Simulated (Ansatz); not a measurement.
Run report: CH7FGe, molecular dynamics (part 3 of 3)

Continued. System: CH7FGe. Method: RKS LDA/def2-SVP (Ansatz 0.2.0). It belongs to a series of runs on one base structure; here: dynamics from the highest image of the converged band.

Geometry of the input (Å):
```
Ge 0.0143  -0.2580  -0.0025
C  0.0817  -0.0541  2.2672
H  -1.0064  0.0314  2.4498
H  0.5295  -0.5654  3.1553
H  0.5482  0.9493  2.2163
H  1.3400  0.2253  -0.6174
H  -0.8996  1.0053  0.1465
H  -0.8266  -1.2405  -0.8484
F  0.8990  -1.9076  0.7755
H  0.5660  -1.1056  1.6349
```

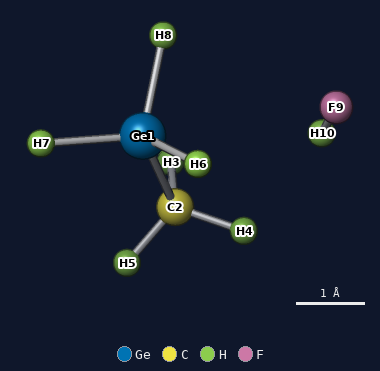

Figure 1. The geometry at step 110 of the log (ball-and-stick view, seen at a tilt; atoms are numbered from 1 in the order of the input).

Trajectory as extended XYZ, continued:
```
10
Properties=species:S:1:pos:R:3:forces:R:3 step=20 time_fs=10.0 energy=-60259.40093 temperature=56.0
Ge    0.0148   -0.2597   -0.0048   -0.2748   1.4971   0.5811
C     0.0888   -0.0425    2.2668   -0.4452   0.1464  -0.8598
H    -1.0022   -0.0859    2.4583   -0.0198   0.0071   0.0402
H     0.5734   -0.5912    3.0887    0.3016  -0.3030   0.4174
H     0.4178    1.0167    2.3354    0.0886  -0.1664  -0.1547
H     1.3543    0.1912   -0.6299   -0.0952  -0.0460   0.0175
H    -0.8780    1.0322    0.1808    0.0783  -0.1064  -0.2904
H    -0.8444   -1.1850   -0.8766   -0.0393  -0.2632   0.0363
F     0.8901   -1.9022    0.7839    0.4143  -0.8675   0.2039
H     0.6791   -1.1974    1.5954   -0.0086   0.1019   0.0084
10
Properties=species:S:1:pos:R:3:forces:R:3 step=30 time_fs=15.0 energy=-60259.43826 temperature=92.2
Ge    0.0135   -0.2550   -0.0039   -0.4162   1.4533   0.6910
C     0.0848   -0.0400    2.2522    0.0883  -0.8297  -0.0705
H    -0.9976   -0.1414    2.4778    0.0226   0.0375   0.0077
H     0.6266   -0.6353    3.0761   -0.3422   0.4830  -0.6285
H     0.3828    1.0171    2.3483    0.1596   0.1004  -0.0580
H     1.3533    0.1643   -0.6412   -0.0284  -0.0226   0.0115
H    -0.8725    1.0518    0.1150    0.0889  -0.1212  -0.2326
H    -0.8398   -1.2119   -0.8553   -0.0189  -0.1860   0.0972
F     0.8925   -1.9140    0.7912    0.5085  -0.7510   0.4854
H     0.7395   -1.2101    1.6024   -0.0624  -0.1637  -0.3032
10
Properties=species:S:1:pos:R:3:forces:R:3 step=40 time_fs=20.0 energy=-60259.55712 temperature=207.2
Ge    0.0108   -0.2456   -0.0008   -0.7430   1.1328   0.6020
C     0.0795   -0.0481    2.2311   -0.6622   0.7375  -1.4845
H    -0.9892   -0.1857    2.4984    0.0024   0.1378  -0.0331
H     0.6425   -0.6140    2.9750    0.5737  -0.5169   0.5082
H     0.3770    1.0217    2.3435   -0.1115  -0.2603  -0.0696
H     1.3479    0.1312   -0.6504    0.1282  -0.0295  -0.0195
H    -0.8512    1.0501   -0.0059   -0.1247   0.1843  -0.1349
H    -0.8363   -1.2786   -0.8081    0.1484   0.1035   0.2754
F     0.9016   -1.9361    0.8041    0.8264  -1.3789   0.1576
H     0.7869   -1.2570    1.5524   -0.0378  -0.1102   0.1983
10
Properties=species:S:1:pos:R:3:forces:R:3 step=50 time_fs=25.0 energy=-60259.75637 temperature=399.8
Ge    0.0058   -0.2321    0.0045   -0.5591   1.4369   0.7261
C     0.0656   -0.0496    2.1867    0.2185  -0.4844  -0.6361
H    -0.9817   -0.2022    2.5140   -0.0295   0.0361   0.0091
H     0.7283   -0.6507    2.9142   -0.5039   0.4174  -0.6766
H     0.3577    0.9989    2.3270    0.0441   0.3621   0.0476
H     1.3648    0.0901   -0.6604   -0.0494  -0.0750   0.1056
H    -0.8503    1.0794   -0.1586    0.0382  -0.0419  -0.0062
H    -0.8067   -1.3300   -0.7039   -0.0851  -0.0103   0.0679
F     0.9210   -1.9757    0.8187    0.9293  -1.5344   0.0655
H     0.8245   -1.3228    1.5504   -0.0031  -0.1067   0.2971
10
Properties=species:S:1:pos:R:3:forces:R:3 step=60 time_fs=30.0 energy=-60260.00399 temperature=639.2
Ge   -0.0011   -0.2141    0.0121   -0.5928   1.3700   0.7202
C     0.0522   -0.0533    2.1259   -0.5780   1.2265  -1.2647
H    -0.9747   -0.2089    2.5269    0.1286  -0.0497  -0.1162
H     0.7471   -0.6332    2.7543    0.3436  -0.2652   0.3868
H     0.3379    1.0176    2.3139   -0.1213  -0.4139  -0.0818
H     1.3746    0.0327   -0.6479   -0.0395  -0.0548   0.1140
H    -0.8413    1.0992   -0.3121    0.1766  -0.2687   0.1401
H    -0.7942   -1.3812   -0.5811   -0.1784   0.0017  -0.0501
F     0.9520   -2.0337    0.8352    0.8508  -1.1790   0.4303
H     0.8616   -1.4271    1.5949    0.0104  -0.3669  -0.2785
10
Properties=species:S:1:pos:R:3:forces:R:3 step=70 time_fs=35.0 energy=-60260.23709 temperature=864.4
Ge   -0.0100   -0.1917    0.0219   -0.6420   0.3378   0.3439
C     0.0316   -0.0406    2.0436    0.2498  -0.1802  -0.2826
H    -0.9506   -0.2287    2.5164   -0.1441  -0.1400  -0.1258
H     0.7982   -0.6369    2.6344   -0.3328   0.3697  -0.1347
H     0.3019    0.9914    2.2902    0.1215   0.5441   0.0565
H     1.3787   -0.0379   -0.6106    0.1121  -0.0317   0.0186
H    -0.7990    1.0686   -0.4363   -0.0778   0.1200   0.0994
H    -0.8171   -1.4244   -0.4667    0.0408   0.3050  -0.0120
F     0.9939   -2.1087    0.8542    0.7590  -1.4150  -0.1687
H     0.8947   -1.5791    1.6325   -0.0865   0.0903   0.2054
10
Properties=species:S:1:pos:R:3:forces:R:3 step=80 time_fs=40.0 energy=-60260.36609 temperature=989.0
Ge   -0.0208   -0.1680    0.0328   -0.1936   0.0746  -0.6549
C     0.0133   -0.0242    1.9563    0.0985   0.9899   1.1884
H    -0.9454   -0.2745    2.4693    0.0606   0.0343  -0.2917
H     0.8061   -0.5830    2.5080    0.1079   0.0272   0.0386
H     0.2751    1.0307    2.2647   -0.2672  -0.4094  -0.2389
H     1.4008   -0.1162   -0.5660   -0.0840  -0.0056   0.0262
H    -0.7697    1.0598   -0.5361   -0.0955   0.2010   0.1009
H    -0.8373   -1.4079   -0.3601   -0.0375   0.0461  -0.1774
F     1.0452   -2.2006    0.8731    0.4967  -0.9148   0.1244
H     0.9128   -1.7292    1.6833   -0.0857  -0.0433  -0.1155
10
Properties=species:S:1:pos:R:3:forces:R:3 step=90 time_fs=45.0 energy=-60260.36895 temperature=991.9
Ge   -0.0325   -0.1440    0.0413   -0.1338   0.1585  -2.0871
C    -0.0029    0.0073    1.8906    0.2219   0.0675   1.8448
H    -0.9415   -0.3191    2.3668   -0.2251  -0.0172   0.0685
H     0.8363   -0.5208    2.3894    0.1466  -0.1296   0.0443
H     0.2006    1.0335    2.2021   -0.1015   0.6933   0.1650
H     1.4064   -0.1948   -0.5176   -0.1364   0.0522  -0.0667
H    -0.7578    1.0892   -0.6077    0.1285  -0.1408   0.2442
H    -0.8662   -1.3788   -0.2943   -0.0852  -0.1329  -0.2737
F     1.1030   -2.3042    0.8926    0.1828  -0.3445   0.5638
H     0.9051   -1.8844    1.7236    0.0024  -0.2066  -0.5031
10
Properties=species:S:1:pos:R:3:forces:R:3 step=100 time_fs=50.0 energy=-60260.34948 temperature=973.3
Ge   -0.0446   -0.1196    0.0432   -0.3072  -0.5009  -2.7050
C    -0.0146    0.0449    1.8630    0.2756   0.6422   2.5679
H    -0.9680   -0.3612    2.2728    0.2766   0.1180   0.2226
H     0.8871   -0.4799    2.2829   -0.4000   0.2117   0.0583
H     0.0922    1.1259    2.1596   -0.1035  -0.5419   0.0472
H     1.3856   -0.2624   -0.4865    0.0655   0.0630  -0.2043
H    -0.7236    1.0979   -0.6288   -0.0105   0.0756   0.0476
H    -0.9082   -1.3697   -0.2894    0.1528   0.1749  -0.1539
F     1.1640   -2.4144    0.9154    0.3988  -0.5688  -0.5814
H     0.8855   -2.0503    1.7180   -0.3479   0.3263   0.7010
10
Properties=species:S:1:pos:R:3:forces:R:3 step=110 time_fs=55.0 energy=-60260.37661 temperature=999.6
Ge   -0.0576   -0.0968    0.0364    0.0612  -0.5041  -2.0844
C    -0.0236    0.0925    1.8813   -0.4375  -0.0957   0.7444
H    -0.9510   -0.3842    2.2370   -0.0210  -0.0720   0.4891
H     0.8889   -0.4125    2.2073    0.3774  -0.1371   0.6001
H    -0.0315    1.1525    2.1443    0.1754   0.3942   0.4089
H     1.3722   -0.3137   -0.4987   -0.0552   0.1137  -0.1053
H    -0.6911    1.1243   -0.6380   -0.1020   0.2376  -0.1100
H    -0.9218   -1.3291   -0.3223    0.0399   0.0480  -0.0754
F     1.2278   -2.5286    0.9379   -0.4465   0.4055   1.1100
H     0.8255   -2.1990    1.7455    0.4082  -0.3900  -0.9776
10
Properties=species:S:1:pos:R:3:forces:R:3 step=120 time_fs=60.0 energy=-60260.45483 temperature=1075.2
Ge   -0.0705   -0.0753    0.0228    0.1330   0.2619  -1.1214
C    -0.0376    0.1397    1.9182    0.2051  -0.3283   0.4390
H    -0.9227   -0.4140    2.3058    0.1878   0.1411   0.2340
H     0.9253   -0.3482    2.2502   -0.5408   0.4363   0.1814
H    -0.1192    1.2172    2.2074    0.2515  -0.4342   0.0727
H     1.3482   -0.3380   -0.5358   -0.0785   0.1522   0.0220
H    -0.6758    1.1924   -0.6645    0.0947  -0.2029   0.1048
H    -0.9286   -1.2797   -0.3742   -0.1747  -0.1666  -0.0196
F     1.2899   -2.6411    0.9664    0.4951  -0.1440  -0.6583
H     0.7882   -2.3790    1.6915   -0.5732   0.2844   0.7453
10
Properties=species:S:1:pos:R:3:forces:R:3 step=130 time_fs=65.0 energy=-60260.46779 temperature=1087.4
Ge   -0.0831   -0.0533    0.0055   -0.1405   0.0320   0.0856
C    -0.0507    0.1798    1.9621   -0.3927  -0.4840  -0.3972
H    -0.8641   -0.4163    2.4307   -0.0677   0.1245  -0.0549
H     0.8929   -0.2127    2.3509    0.5598  -0.1755   0.1600
H    -0.1543    1.2260    2.2950   -0.0221   0.1851  -0.1064
H     1.3116   -0.3287   -0.5702    0.1578   0.0706   0.0449
H    -0.6450    1.2252   -0.6720   -0.0113  -0.0841   0.0648
H    -0.9672   -1.2571   -0.4270    0.0164   0.1315   0.1746
F     1.3527   -2.7528    0.9942   -0.5536   0.3316   0.5662
H     0.7193   -2.5424    1.6694    0.4539  -0.1317  -0.5374
10
Properties=species:S:1:pos:R:3:forces:R:3 step=140 time_fs=70.0 energy=-60260.34277 temperature=966.6
Ge   -0.0959   -0.0313   -0.0116    0.1550  -0.1866   1.0969
C    -0.0663    0.2103    2.0010    0.8760  -0.3338  -0.0330
H    -0.8198   -0.3940    2.5465   -0.2290  -0.0425  -0.2465
H     0.9244   -0.0928    2.4633   -0.4380  -0.0035  -0.6051
H    -0.1918    1.2588    2.3542   -0.1628   0.0031  -0.4174
H     1.3047   -0.3018   -0.5920    0.0572   0.0112   0.1270
H    -0.6188    1.2442   -0.6671   -0.1843   0.2620  -0.0861
H    -1.0064   -1.2117   -0.4425    0.0299   0.0764   0.1720
F     1.4128   -2.8614    1.0254   -0.2523   0.2039   0.1346
H     0.6792   -2.7161    1.5930    0.1484   0.0099  -0.1423
10
Properties=species:S:1:pos:R:3:forces:R:3 step=150 time_fs=75.0 energy=-60260.25717 temperature=883.9
Ge   -0.1083   -0.0095   -0.0251    0.2900   0.4798   1.5508
C    -0.0705    0.2343    2.0362   -0.5293   0.2284  -0.9135
H    -0.8193   -0.3746    2.6011    0.0581   0.0255  -0.4145
H     0.9105    0.0110    2.4663    0.5789  -0.3195  -0.0668
H    -0.2634    1.2993    2.3244   -0.0669  -0.2251  -0.3597
H     1.3105   -0.2716   -0.5853   -0.0970  -0.0220   0.1231
H    -0.6279    1.3063   -0.6738   -0.0039  -0.1617   0.1102
H    -1.0429   -1.1539   -0.4209   -0.1252  -0.2099  -0.0046
F     1.4702   -2.9678    1.0572    0.3839   0.1216  -0.2828
H     0.6640   -2.8810    1.5023   -0.4885   0.0829   0.2576
10
Properties=species:S:1:pos:R:3:forces:R:3 step=160 time_fs=80.0 energy=-60260.19457 temperature=823.6
Ge   -0.1199    0.0136   -0.0336   -0.1284   0.2178   1.8232
C    -0.0779    0.2602    2.0536    0.5860  -0.1844  -1.7552
H    -0.8209   -0.3631    2.5740   -0.1069  -0.2859   0.0040
H     0.9637    0.0595    2.4282   -0.5430   0.0614  -0.1586
H    -0.3535    1.3135    2.2185    0.0819   0.2553   0.1355
H     1.3002   -0.2478   -0.5530    0.0493  -0.0959  -0.0513
H    -0.6420    1.3397   -0.6601    0.0228  -0.1887   0.0656
H    -1.0987   -1.1332   -0.3964    0.1387   0.0272  -0.0269
F     1.5275   -3.0720    1.0887   -1.1674   0.2102   0.3572
H     0.6276   -3.0395    1.4115    1.0671  -0.0169  -0.3936
10
Properties=species:S:1:pos:R:3:forces:R:3 step=170 time_fs=85.0 energy=-60260.16346 temperature=793.6
Ge   -0.1317    0.0373   -0.0360    0.0200  -0.3407   1.9123
C    -0.0810    0.2842    2.0368   -1.0016   0.1676  -1.9560
H    -0.8252   -0.3937    2.5292    0.3708   0.2331  -0.1527
H     0.9472    0.1093    2.3706    0.2730   0.0127   0.2808
H    -0.4175    1.3515    2.1393    0.3315  -0.4742   0.3242
H     1.2966   -0.2449   -0.5304   -0.0177  -0.0757  -0.1200
H    -0.6544    1.3390   -0.6359   -0.1008   0.2299  -0.1909
H    -1.1260   -1.1107   -0.3788    0.2156   0.0807  -0.0573
F     1.5788   -3.1738    1.1213    0.9444   0.1830  -0.2234
H     0.6784   -3.1951    1.2902   -1.0350  -0.0163   0.1829
10
Properties=species:S:1:pos:R:3:forces:R:3 step=180 time_fs=90.0 energy=-60260.24569 temperature=872.9
Ge   -0.1434    0.0602   -0.0323    0.3255   0.1753   1.3221
C    -0.0954    0.3087    1.9815    0.6917  -0.4094  -1.5083
H    -0.7745   -0.3993    2.4660   -0.2729  -0.2289   0.2407
H     0.9472    0.1675    2.3572   -0.3217   0.0436  -0.0858
H    -0.4258    1.3352    2.1362   -0.1658   0.5443   0.3612
H     1.2865   -0.2581   -0.5345   -0.1677   0.0323  -0.0879
H    -0.6833    1.3743   -0.6481    0.0748  -0.0987  -0.0776
H    -1.1106   -1.0773   -0.3760   -0.0810  -0.2037  -0.1214
F     1.6313   -3.2737    1.1531   -0.9202   0.0771  -0.0075
H     0.6849   -3.3485    1.1771    0.8374   0.0683  -0.0357
10
Properties=species:S:1:pos:R:3:forces:R:3 step=190 time_fs=95.0 energy=-60260.28349 temperature=909.2
Ge   -0.1543    0.0835   -0.0244   -0.0584   0.1231   0.0919
C    -0.1042    0.3289    1.9002   -0.5140   0.4665   0.7833
H    -0.7520   -0.4221    2.4315    0.1991   0.3758  -0.2772
H     0.9086    0.2292    2.3337    0.1893  -0.1324  -0.1667
H    -0.4487    1.3704    2.1987    0.0790  -0.7755  -0.3117
H     1.2451   -0.2657   -0.5607    0.0430   0.0539  -0.0902
H    -0.6973    1.3909   -0.6802    0.1329  -0.2527  -0.0017
H    -1.1049   -1.0801   -0.3976    0.0030   0.0159   0.0142
F     1.6791   -3.3719    1.1849   -0.1667   0.1121  -0.0367
H     0.7622   -3.4985    1.0511    0.0927   0.0133  -0.0052
10
Properties=species:S:1:pos:R:3:forces:R:3 step=200 time_fs=100.0 energy=-60260.18884 temperature=817.9
Ge   -0.1652    0.1070   -0.0163   -0.0845  -0.5562  -1.3612
C    -0.1173    0.3548    1.8309    0.6716  -0.3085   1.6195
H    -0.7125   -0.3971    2.3579   -0.3248  -0.4634   0.1304
H     0.8986    0.2637    2.2687    0.1313  -0.1152  -0.2381
H    -0.4754    1.3046    2.2123   -0.4167   0.8881  -0.0906
H     1.2098   -0.2604   -0.6058    0.0945   0.0657   0.0246
H    -0.6859    1.3615   -0.7191   -0.0788   0.1934  -0.1812
H    -1.0993   -1.0807   -0.4161    0.0716   0.1856   0.1340
F     1.7247   -3.4689    1.2158    0.3430   0.1882   0.1177
H     0.8600   -3.6418    0.9340   -0.4073  -0.0775  -0.1552
```

Key numbers:

| quantity | value |
| --- | --- |
| outcome | finished |
| mean temperature over the second half | 932 K |
| trajectory | 200 steps, 100 fs |
| ensemble | nve |
| temperature in the input | 100.0 K |
| time step | 0.5 fs |
| potential energy (last step) | −60260.1889 eV |
| mean-field energy (last step) | −60260.1889 eV |
| largest force (length of the vector) (last step) | 1.780 eV/Å |
| hardware | 2 threads of Intel Xeon (Sapphire Rapids), 32 GiB of memory available, shared host |
| wall time | 2.6 min (CPU time 4.9 min) |
| peak memory | 0.14 GiB |

So short a trajectory is not equilibrated.
